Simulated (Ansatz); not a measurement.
The starting structures come from a database of crystals and need not be the phases stable at ambient conditions.

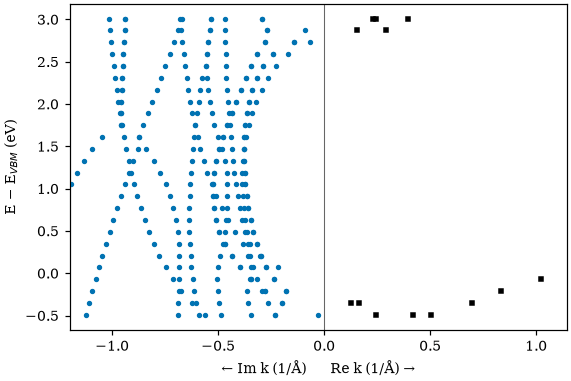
Figure. Complex bands at the centre of the two-dimensional zone; Ansatz (a first-principles code) with r2SCAN

No gap correction and no spin-orbit coupling; mid-gap is the computed energy nearest the middle.

This is BaTiO3 (R3m, 5 atoms a cell, 13.1 Å³ an atom, -2 GPa at this level) along the normal of (110). Read off the slowest decay at the centre of the two-dimensional zone at 1.33 eV, the computed energy nearest the middle of the gap.

κ ≈ 0.38 1/Å, a decay length 1/(2κ) of the density of 1.3 Å.
